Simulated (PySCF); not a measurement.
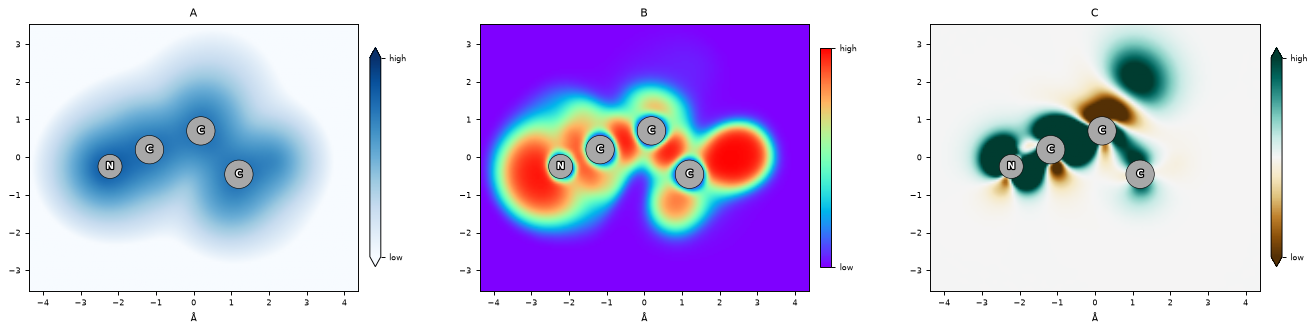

C5H7NS (SMILES N#C[C@H]1CCC[S+]1) (charge +1, doublet): 3 fields on the plane of atoms C2, C3 and C4, with unlabelled colour scales. Grey discs cover the atomic cores.

Geometry: GFN2-xTB.

These are results of UKS B3LYP, pcH-1 on C H N S, non-relativistic, mean-field spin-orbit, GIAO (PySCF), not measurements.

```yaml
atoms:
  - { symbol: N, position_ang: [2.8269, -0.0406, -1.2904] }
  - { symbol: C, position_ang: [2.0913, -0.0881, -0.4239] }
  - { symbol: C, position_ang: [1.1205, -0.0861, 0.6554] }
  - { symbol: C, position_ang: [0.0405, 0.9752, 0.4251] }
  - { symbol: C, position_ang: [-0.9347, 0.3667, -0.5760] }
  - { symbol: C, position_ang: [-1.2263, -1.0463, -0.0906] }
  - { symbol: S, position_ang: [0.2726, -1.6959, 0.6606] }
  - { symbol: H, position_ang: [1.6731, 0.0268, 1.5938] }
  - { symbol: H, position_ang: [0.4808, 1.8987, 0.0484] }
  - { symbol: H, position_ang: [-0.4588, 1.1946, 1.3709] }
  - { symbol: H, position_ang: [-1.8525, 0.9496, -0.6420] }
  - { symbol: H, position_ang: [-0.4842, 0.3340, -1.5705] }
  - { symbol: H, position_ang: [-1.5560, -1.7309, -0.8746] }
  - { symbol: H, position_ang: [-1.9939, -1.0583, 0.6917] }
```

> Match the panels to the quantities (electron density, electron localisation function and spin density).

Panel A: electron density. Panel B: electron localisation function. Panel C: spin density (confined to the atoms that carry the unpaired spin). From the grid: C–N (1.14 Å): the density is about 3.7 e/Å³ at the midpoint; the ELF peaks at about 0.85 between the atoms: a short, multiple covalent bond. C–C (1.45 Å): ρ at the midpoint is about 1.8 e/Å³; the ELF peaks at about 0.95 between the atoms (localised, covalent bonding).
